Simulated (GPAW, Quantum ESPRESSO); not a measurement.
# Y L₃ ELNES/XANES of Y (P6_3/mmc) from DFT, part 3 of 4

Do two independent programs agree on the Y L₃ edge of Y (P6_3/mmc)? The same cell and functional are run with XSpectra and with GPAW.

Quantum ESPRESSO 7.5 and GPAW 26.7.0; core-hole supercells, plane-wave PAW LDA.

So far. Step 7 (Spectrum with XCH, Y atom 1 (Quantum ESPRESSO)): Main maxima below 30 eV (height): 1.2 eV (2.22), 4.0 eV (2.07), 10.5 eV (0.79), 17.2 eV (0.73) and 29.0 eV (0.56).  Step 8 (The field without a hole (GPAW)): The mesh shows no gap, so the system is treated as a metal and the core electron is put at the Fermi level (neutral cell).

## Step 9: Spectrum without a core hole, Y atom 1 (GPAW)

Level of this step: X-ray absorption from dipole matrix elements to empty bands, plane-wave PAW LDA (GPAW).

Without a hole the spectrum is the empty density of states of the right symmetry on the absorber, weighted by matrix elements. It needs only the small cell and serves as the baseline. The data set with a hole of occupation 0 only carries the core orbital.

xas.py reads:

```python
import numpy as np
from ase import Atoms
from ase.parallel import parprint, paropen
from gpaw import GPAW, PW, FermiDirac, Mixer, MixerDif, setup_paths
from gpaw.test import gen
setup_paths.insert(0, '.')
gen('Y', name='nch2p', xcname='LDA', corehole=(2, 1, 0), write_xml=True)
from gpaw.mpi import world
world.barrier()

atoms = Atoms('Y2',
    cell=[[3.6474, 0, 0],
     [-1.8237, 3.15874106, 0],
     [0, 0, 5.7306]],
    scaled_positions=[[0.66666667, 0.33333333, 0.75],
     [0.33333333, 0.66666667, 0.25]],
    pbc=True)
atoms.calc = calc = GPAW(legacy_gpaw=True, mode=PW(500), xc='LDA', setups={0: 'nch2p'},
    kpts={'size': (11, 11, 6), 'gamma': True}, occupations=FermiDirac(0.1),
    charge=0, mixer=Mixer(0.1, 5, 50), maxiter=150,
    convergence={'density': 0.0001}, txt='scf.txt')
energy = atoms.get_potential_energy() + calc.get_reference_energy()
ef = calc.get_fermi_level()
out = dict(energy=energy, fermi=ef, forces=atoms.get_forces().tolist())
parprint(f'all-electron energy {energy:.4f} eV, Fermi level {ef:.4f} eV')
ev = np.array([[calc.get_eigenvalues(k, s) for k in range(len(calc.get_ibz_k_points()))] for s in range(calc.get_number_of_spins())])
out['homo'], out['lumo'], out['counts'] = ev[ev < ef].max(), ev[ev > ef].min(), sorted(set((ev < ef).sum((0, 2)).tolist()))
out['filled'] = (ev[:, 0] < ef).sum(1).tolist()

from ase.units import Ha
from gpaw.xas import dipole_matrix_elements
nb = int(calc.get_number_of_electrons() / 2) + 53
top, nb = nb, nb + 8 + nb // 12
nscf = calc.fixed_density(kpts={'size': (9, 9, 5), 'gamma': True}, nbands=nb,
    convergence={'bands': top, 'eigenstates': 1e-5}, maxiter=60, txt='nscf.txt')
cell = atoms.cell.array
ops = [cell.T @ U.T @ np.linalg.inv(cell.T) for U in nscf.wfs.kd.symmetry.op_scc]
E = np.arange(-25, 34, 0.1)
fwhm = np.interp(E, [4, 25], [1.5, 3.5])
Y, X, zero, highest = 0, 0, 1e9, 1e9
for spin in range(nscf.get_number_of_spins()):
    wfs = nscf.wfs
    A = dipole_matrix_elements(wfs.setups[0])
    eps = np.zeros((wfs.kd.nibzkpts, nb))
    d = np.zeros((3, A.shape[1], wfs.kd.nibzkpts, nb), complex)
    for kpt in wfs.kpt_u:
        if kpt.s == spin and 0 in kpt.P_ani:
            eps[kpt.k] = kpt.eps_n * Ha
            d[:, :, kpt.k] = (kpt.weight * wfs.nspins / 2) ** 0.5 * np.inner(A, kpt.P_ani[0])
    world.sum(eps)
    world.sum(d)
    T = np.einsum('amkn,bmkn->abkn', d, d.conj()).real
    T = sum(np.einsum('ai,ijkn,bj->abkn', R, T, R) for R in ops) / len(ops)
    empty = eps > ef
    zero, highest = min(zero, eps[empty].min()), min(highest, eps[:, top - 1].min())
    lines = [(eps, T, empty)] if spin == 0 else lines + [(eps, T, empty)]
for eps, T, empty in lines:
    f = np.einsum('aakn->akn', T).reshape(3, -1)
    x = eps.ravel() - zero
    w = np.interp(x, E, fwhm) / 2.35482
    g = np.exp(-0.5 * ((E[:, None] - x) / w) ** 2) / (w * (2 * np.pi) ** 0.5)
    Y = Y + (f * empty.ravel()) @ g.T
    X = X + (f * ~empty.ravel()) @ g.T
out.update(E=E.round(2).tolist(), xas=Y.tolist(), xes=X.tolist(), zero=zero, valid=highest - zero, nk=len(eps), nb=nb)
for i in range(0, len(E), 10):
    parprint(f'{E[i]:7.2f}', *(f'{v:10.3e}' for v in Y[:, i]))
import json
with paropen('out.json', 'w') as f:
    json.dump(out, f)
```

Started as:

```sh
$ OMP_NUM_THREADS=1 mpirun -n 4 gpaw python xas.py
```

Numbers of over 12 decimals in the logs are rounded to 6 here.

What it wrote:

```text
Input parameters:
  convergence: {density: 0.0001}
  kpts: {gamma: True,
         size: (11, 11, 6)}
  maxiter: 150
  mixer: {backend: pulay,
          beta: 0.1,
          method: separate,
          nmaxold: 5,
          weight: 50}
  mode: {ecut: 500.0,
         name: pw}
  occupations: {fixmagmom: False,
                name: fermi-dirac,
                width: 0.1}
  setups: {0: nch2p}

Initialize ...

[...]
*d    :     0.902805
--------------------------------

Diagonalizing with gridspacing h=0.050

state   all-electron     PAW
-------------------------------
4s:      -1.763072    -1.763529
4p:      -1.027192    -1.027856
4d:      -0.097195    -0.097523
*f:                    0.059866
-------------------------------
all-electron energy -183986.1670 eV, Fermi level 6.1429 eV
[...]
32.00  1.270e-05  1.270e-05  1.186e-05
  33.00  1.274e-05  1.274e-05  1.218e-05
[key lines of the parts left out:]
Converged after 14 iterations.
Dipole moment: (0.000000, -0.000000, 0.000000) |e|*Ang
Free energy:    -10.455337
Fermi level: 6.14294
```

It took 49 s on 4 MPI ranks of Arm Neoverse V2, shared host; peak memory 0.38 GiB; 3.3 min of CPU time.

The Y L₃ spectrum, Y atom 1, no core hole (energy from the lowest empty level; intensity scaled to a mean of 1 over the first 20 eV; polarised curves are means over the symmetry-equivalent atoms):

```tsv
E (eV)	isotropic	ε ⊥ c	ε ∥ c
-2.0	0.00	0.00	0.00
-0.5	0.22	0.23	0.20
1.0	1.28	1.24	1.37
2.5	1.38	1.43	1.30
4.0	2.04	2.04	2.04
5.5	2.03	2.01	2.06
7.0	0.78	0.79	0.77
8.5	0.74	0.73	0.76
10.0	0.85	0.87	0.81
11.5	0.85	0.84	0.85
13.0	0.57	0.55	0.60
14.5	0.48	0.48	0.49
16.0	0.62	0.62	0.63
17.5	0.76	0.77	0.72
19.0	0.72	0.73	0.69
20.5	0.68	0.67	0.71
22.0	0.67	0.66	0.71
23.5	0.60	0.61	0.59
25.0	0.52	0.54	0.50
26.5	0.53	0.53	0.52
28.0	0.57	0.56	0.59
29.5	0.60	0.59	0.61
31.0	0.59	0.60	0.57
```

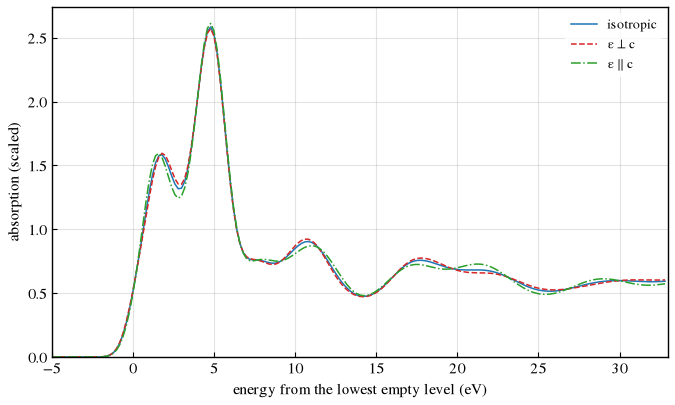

The Y L₃ edge, Y atom 1, no core hole: main maxima at 1.8, 4.8 and 10.8 eV.

Main maxima below 30 eV (height): 1.8 eV (1.58), 4.8 eV (2.59), 10.8 eV (0.90) and 17.8 eV (0.76). 

The same matrix elements for filled bands give the Y L₃ emission of Y atom 1 (ground-state approximation; energy from the lowest empty level, largest value 1):

```tsv
E (eV)	emission
-24.0	0.00
-22.5	0.00
-21.0	0.00
-19.5	0.00
-18.0	0.00
-16.5	0.00
-15.0	0.00
-13.5	0.00
-12.0	0.00
-10.5	0.00
-9.0	0.00
-7.5	0.00
-6.0	0.00
-4.5	0.01
-3.0	0.09
-1.5	0.66
0.0	0.74
1.5	0.02
3.0	0.00
```

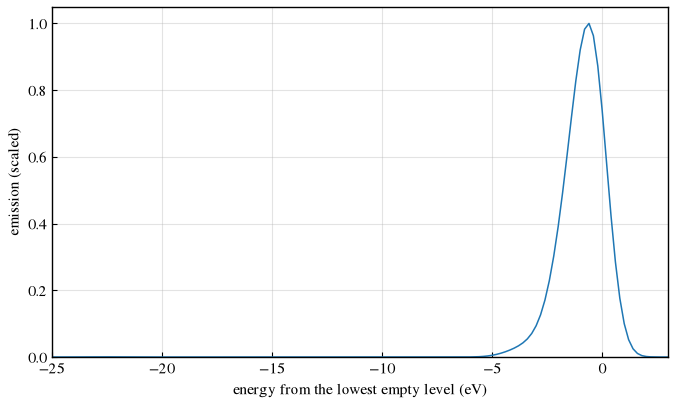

X-ray emission from the filled bands.

Emission maxima: -0.6 eV (1.00).

## Step 10: Supercell without a hole, the energy reference (GPAW)

Total energies of two programs can't be mixed, so the cell and mesh of GPAW's hole run get a reference energy of their own.

scf.py reads:

```python
import numpy as np
from ase import Atoms
from ase.parallel import parprint, paropen
from gpaw import GPAW, PW, FermiDirac, Mixer, MixerDif, setup_paths
from gpaw.test import gen
setup_paths.insert(0, '.')
gen('Y', name='nch2p', xcname='LDA', corehole=(2, 1, 0), write_xml=True)
from gpaw.mpi import world
world.barrier()

atoms = Atoms('Y6',
    cell=[[-5.4711, 3.15874106, 0],
     [-5.4711, -3.15874106, 0],
     [3.6474, 0, 5.7306]],
    scaled_positions=[[0.25, 0.91666667, 0.75],
     [0.58333333, 0.25, 0.75],
     [0.91666667, 0.58333333, 0.75],
     [0.41666667, 0.75, 0.25],
     [0.75, 0.08333333, 0.25],
     [0.08333333, 0.41666667, 0.25]],
    pbc=True)
atoms.calc = calc = GPAW(legacy_gpaw=True, mode=PW(500), xc='LDA', setups={0: 'nch2p'},
    kpts={'size': (4, 4, 4), 'gamma': True}, occupations=FermiDirac(0.1),
    charge=0, mixer=Mixer(0.1, 5, 50), maxiter=150,
    convergence={'density': 0.0001}, txt='scf.txt')
energy = atoms.get_potential_energy() + calc.get_reference_energy()
ef = calc.get_fermi_level()
out = dict(energy=energy, fermi=ef, forces=atoms.get_forces().tolist())
parprint(f'all-electron energy {energy:.4f} eV, Fermi level {ef:.4f} eV')
ev = np.array([[calc.get_eigenvalues(k, s) for k in range(len(calc.get_ibz_k_points()))] for s in range(calc.get_number_of_spins())])
out['homo'], out['lumo'], out['counts'] = ev[ev < ef].max(), ev[ev > ef].min(), sorted(set((ev < ef).sum((0, 2)).tolist()))
out['filled'] = (ev[:, 0] < ef).sum(1).tolist()
import json
with paropen('out.json', 'w') as f:
    json.dump(out, f)
```

Started as:

```sh
$ OMP_NUM_THREADS=1 mpirun -n 4 gpaw python scf.py
```

What it wrote:

```text
Input parameters:
  convergence: {density: 0.0001}
  kpts: {gamma: True,
         size: (4, 4, 4)}
  maxiter: 150
  mixer: {backend: pulay,
          beta: 0.1,
          method: separate,
          nmaxold: 5,
          weight: 50}
  mode: {ecut: 500.0,
         name: pw}
  occupations: {fixmagmom: False,
                name: fermi-dirac,
                width: 0.1}
  setups: {0: nch2p}

Initialize ...

[...]
5s(2) :    -0.155371     0.971849
4p(6) :    -1.027192     0.548140
5p(0) :    -0.054980     0.976393
4d(1) :    -0.097195     0.865310
*d    :     0.902805
--------------------------------

Diagonalizing with gridspacing h=0.050

state   all-electron     PAW
-------------------------------
4s:      -1.763072    -1.763529
4p:      -1.027192    -1.027856
4d:      -0.097195    -0.097523
*f:                    0.059866
-------------------------------
all-electron energy -551958.5108 eV, Fermi level 6.1389 eV
[key lines of the parts left out:]
Converged after 14 iterations.
Dipole moment: (0.000000, -0.000000, 0.000000) |e|*Ang
Free energy:    -31.372803
Fermi level: 6.13888
```

It took 45 s on 4 MPI ranks; peak memory 0.3 GiB.

Reference energy: -551958.511 eV with the cores included.

## Step 11: Spectrum with XCH, Y atom 1 (GPAW)

The holes are 6.3 Å apart. The excited electron is kept in the cell, where it fills the lowest empty states and screens the hole. After the field has converged, empty bands are computed with the density fixed and the dipole matrix elements are summed.

Edit xas.py of step 9 so:

```diff
@@ -6,3 +6,3 @@
 setup_paths.insert(0, '.')
-gen('Y', name='nch2p', xcname='LDA', corehole=(2, 1, 0), write_xml=True)
+gen('Y', name='fch2p', xcname='LDA', corehole=(2, 1, 1), write_xml=True)
 from gpaw.mpi import world
@@ -10,12 +10,16 @@
 
-atoms = Atoms('Y2',
-    cell=[[3.6474, 0, 0],
-     [-1.8237, 3.15874106, 0],
-     [0, 0, 5.7306]],
-    scaled_positions=[[0.66666667, 0.33333333, 0.75],
-     [0.33333333, 0.66666667, 0.25]],
+atoms = Atoms('Y6',
+    cell=[[-5.4711, 3.15874106, 0],
+     [-5.4711, -3.15874106, 0],
+     [3.6474, 0, 5.7306]],
+    scaled_positions=[[0.25, 0.91666667, 0.75],
+     [0.58333333, 0.25, 0.75],
+     [0.91666667, 0.58333333, 0.75],
+     [0.41666667, 0.75, 0.25],
+     [0.75, 0.08333333, 0.25],
+     [0.08333333, 0.41666667, 0.25]],
     pbc=True)
-atoms.calc = calc = GPAW(legacy_gpaw=True, mode=PW(500), xc='LDA', setups={0: 'nch2p'},
-    kpts={'size': (11, 11, 6), 'gamma': True}, occupations=FermiDirac(0.1),
-    charge=0, mixer=Mixer(0.1, 5, 50), maxiter=150,
+atoms.calc = calc = GPAW(legacy_gpaw=True, mode=PW(500), xc='LDA', setups={0: 'fch2p'},
+    kpts={'size': (4, 4, 4), 'gamma': True}, occupations=FermiDirac(0.1),
+    charge=-1, mixer=Mixer(0.1, 5, 50), maxiter=150,
     convergence={'density': 0.0001}, txt='scf.txt')
@@ -31,5 +35,5 @@
 from gpaw.xas import dipole_matrix_elements
-nb = int(calc.get_number_of_electrons() / 2) + 53
+nb = int(calc.get_number_of_electrons() / 2) + 151
 top, nb = nb, nb + 8 + nb // 12
-nscf = calc.fixed_density(kpts={'size': (9, 9, 5), 'gamma': True}, nbands=nb,
+nscf = calc.fixed_density(kpts={'size': (5, 5, 5), 'gamma': True}, nbands=nb,
     convergence={'bands': top, 'eigenstates': 1e-5}, maxiter=60, txt='nscf.txt')
@@ -37,3 +41,3 @@
 ops = [cell.T @ U.T @ np.linalg.inv(cell.T) for U in nscf.wfs.kd.symmetry.op_scc]
-E = np.arange(-25, 34, 0.1)
+E = np.arange(-6, 34, 0.1)
 fwhm = np.interp(E, [4, 25], [1.5, 3.5])
```

Started as:

```sh
$ OMP_NUM_THREADS=1 mpirun -n 4 gpaw python xas.py
```

What it wrote:

```text
Input parameters:
  charge: -1
  convergence: {density: 0.0001}
  kpts: {gamma: True,
         size: (4, 4, 4)}
  maxiter: 150
  mixer: {backend: pulay,
          beta: 0.1,
          method: separate,
          nmaxold: 5,
          weight: 50}
  mode: {ecut: 500.0,
         name: pw}
  occupations: {fixmagmom: False,
                name: fermi-dirac,
                width: 0.1}
  setups: {0: fch2p}

Initialize ...

[... PAW data sets ...]

Reference energy: -549822.030372  # eV

Spin-paired calculation

[... convergence settings ...]
Symmetries present (total): 1
  [... symmetry matrices ...]

64 k-points: 4 x 4 x 4 Monkhorst-Pack grid + [1/8,1/8,1/8]
36 k-points in the irreducible part of the Brillouin zone
       k-points in crystal coordinates                weights
   0:     0.00000000    0.00000000    0.00000000          1/64
   1:     0.00000000    0.00000000    0.25000000          2/64
   2:     0.00000000    0.00000000    0.50000000          1/64
   3:     0.00000000    0.25000000   -0.25000000          2/64
   4:     0.00000000    0.25000000    0.00000000          2/64
   5:     0.00000000    0.25000000    0.25000000          2/64
   6:     0.00000000    0.25000000    0.50000000          2/64
   7:     0.00000000    0.50000000    0.00000000          1/64
   8:     0.00000000    0.50000000    0.25000000          2/64
   9:     0.00000000    0.50000000    0.50000000          1/64
          ...
  35:     0.50000000    0.50000000    0.50000000          1/64

Wave functions: Plane wave expansion
  Cutoff energy: 500.000 eV
  Number of coefficients (min, max): 4998, 5058
  Pulay-stress correction: 0.000000 eV/Ang^3 (de/decut=0.000000)
  Using FFTW library
  Wavefunction extrapolation:
    Improved wavefunction reuse through dual PAW basis

Occupation numbers: Fermi-Dirac:
  width: 0.1000  # eV

Eigensolver
   Davidson(niter=2)

Densities:
  Coarse grid: 35*35*36 grid
  Fine grid: 70*70*72 grid
  Total Charge: 0.000000

Density mixing:
  Method: separate
  Backend: pulay
  Linear mixing parameter: 0.1
  old densities: 5
  Width of damping distribution: 1.1
  Damping of long wavelength oscillations: 50

[... Hamiltonian set-up ...]
Number of atoms: 6
Number of atomic orbitals: 78
Number of bands in calculation: 45
Number of valence electrons: 67
Bands to converge: occupied

... initialized

Initializing position-dependent things.

Density initialized from atomic densities
Creating initial wave functions:
  45 bands from LCAO basis set

         Y        Y

            Y
              Y

        Y        Y

Atomic positions and initial magnetic moments

Positions:
   0 Y     -3.647400   -2.105827    4.297950    ( 0.0000,  0.0000,  0.0000)
   1 Y     -1.823700    1.052914    4.297950    ( 0.0000,  0.0000,  0.0000)
   2 Y     -5.471100    1.052914    4.297950    ( 0.0000,  0.0000,  0.0000)
   3 Y     -5.471100   -1.052914    1.432650    ( 0.0000,  0.0000,  0.0000)
   4 Y     -3.647400    2.105827    1.432650    ( 0.0000,  0.0000,  0.0000)
   5 Y     -1.823700   -1.052914    1.432650    ( 0.0000,  0.0000,  0.0000)

Unit cell:
           periodic     x           y           z      points  spacing
  1. axis:    yes   -5.471100    3.158741    0.000000    35     0.1490
  2. axis:    yes   -5.471100   -3.158741    0.000000    35     0.1490
  3. axis:    yes    3.647400    0.000000    5.730600    36     0.1592

  Lengths:   6.317482   6.317482   6.792886
  Angles:  117.710689 117.710689  60.000000

Effective grid spacing dv^(1/3) = 0.1650

iter:   1   -52.373066
iter:   2   -42.641475   -0.51  -0.82
iter:   3   -42.240876   -1.40  -1.35
iter:   4   -41.677485   -1.34  -1.44
iter:   5   -41.584669   -1.75  -1.61
iter:   6   -41.793869   -2.41  -1.89
iter:   7   -41.625956   -1.97  -1.64
iter:   8   -41.624238   -2.45  -2.29
iter:   9   -41.622398c  -3.50  -2.64
iter:  10   -41.622287c  -3.98  -2.82
iter:  11   -41.622162c  -4.31  -2.96
iter:  12   -41.622087c  -4.70  -3.10
iter:  13   -41.622114c  -5.12  -3.50
iter:  14   -41.622058c  -5.83  -3.70
iter:  15   -41.622079c  -6.19  -3.79
iter:  16   -41.622068c  -6.75  -4.27c
iter:  17   -41.622069c  -7.10  -4.58c
iter:  18   -41.622071c  -7.76c -4.85c

Converged after 18 iterations.

Dipole moment: (-0.477716, 0.050532, -0.228536) |e|*Ang

Energy contributions relative to reference atoms: (reference = -549822.030372)

Kinetic:        -11.240169
Potential:      +10.685851
External:        +0.000000
XC:             -39.974303
Entropy (-ST):   -0.352158
Local:           -0.917370
SIC:             +0.000000
--------------------------
Free energy:    -41.798150
Extrapolated:   -41.622071

Showing only first 2 kpts
 Kpt  Band  Eigenvalues  Occupancy
  0    31      5.51947    1.98577
  0    32      5.63980    1.95337
  0    33      5.63980    1.95337
  0    34      6.41658    0.03483

  1    31      5.55058    1.98063
  1    32      5.55850    1.97905
  1    33      5.62133    1.96108
[...]
Fermi level: 6.01331

No gap
No difference between direct/indirect transitions

Forces in eV/Ang:
  0 Y     0.00000   -0.00000   -0.00000
  1 Y     0.00000    0.00000    0.06412
  2 Y     0.00000   -0.00000   -0.06412
  3 Y     0.00000   -0.17582    0.00000
  4 Y     0.15226    0.08791   -0.00000
  5 Y    -0.15226    0.08791   -0.00000
Scalar-relativistic atomic LDA calculation for Y (Yttrium, Z=39)
Core hole in 2p state (2p occupation: 5.0)
750 radial gridpoints.
|------------------------------------------------|
|------------------------------------------------|
[... the atom generator's iteration count ...]

Energy contributions:
-------------------------
Kinetic:    +3390.169410
XC:          -101.586326
Potential:  -6591.707672
-------------------------
Total:      -3303.124588

state      eigenvalue         ekin         rmax
-----------------------------------------------
1s^2.0 :  -624.020649   785.933785        0.025
2s^2.0 :   -88.104979   159.718374        0.140
2p^5.0 :   -79.278025   154.656858        0.112
3s^2.0 :   -14.821145    41.563665        0.416
3p^6.0 :   -11.851076    38.628153        0.408
3d^10.0:    -6.902769    34.281661        0.347
4s^2.0 :    -2.317952     8.978980        1.088
4p^6.0 :    -1.537864     7.230238        1.182
4d^1.0 :    -0.465087     3.600285        1.531
5s^2.0 :    -0.408502     1.464135        2.930
5p^0.0 :    -0.262947     1.007025        3.543
-----------------------------------------------
(units: Bohr and Hartree)

Generating PAW setup
Kinetic energy of the core from tauc = 3378.447297
Cutoffs:
rc(s)=2.510
rc(p)=2.490
rc(d)=2.430
rc(vbar)=2.450
rc(comp)=2.410
rc(nct)=2.510

Kinetic energy of the core states: 3322.301470
Charge: 1.0
Core electrons: 27.0
Valence electrons: 11.0
Pseudo-core charge: 0.001449
Shape function alpha=1.722
Pseudo-electron charge 6.524097
state    eigenvalue         norm
--------------------------------
4s(2) :    -2.317952     0.579399
5s(2) :    -0.408502     0.963008
4p(6) :    -1.537864     0.451215
5p(0) :    -0.262947     0.957472
4d(1) :    -0.465087     0.730544
*d    :     0.534913
--------------------------------

Diagonalizing with gridspacing h=0.050

state   all-electron     PAW
-------------------------------
4s:      -2.317952    -2.318410
4p:      -1.537864    -1.538528
4d:      -0.465087    -0.465594
*f:                   -0.036509
-------------------------------
all-electron energy -549863.6524 eV, Fermi level 6.0133 eV
[...]
31.00  1.182e-05  1.182e-05  1.097e-05
  32.00  1.168e-05  1.168e-05  1.087e-05
  33.00  1.158e-05  1.158e-05  1.127e-05
```

Elapsed: 7.2 min, on 4 MPI ranks; peak memory 0.72 GiB.

[end of part 3 of 4]

[Banner, clock and machine lines of the logs are left out without a mark of their own.]

[Logs are printed without paths, hosts, clocks, repeated set-up lines and the standing remarks that a program may print on its own settings, such as how far it seeks lower states.]

[Hosts, paths, dates, database ids (printed as entryN), source tags and the programs' standing remarks are cut or masked in the printed files.]

[Lists of maxima count a maximum above −3 eV only where it reaches 4 % of the highest in the window and stands out from its surroundings by 2 % of it (1.5 % where it reaches 55 %); shoulders and weaker maxima are passed over, and of the rest the first, up to two pre-edge ones and the few strongest are named.]
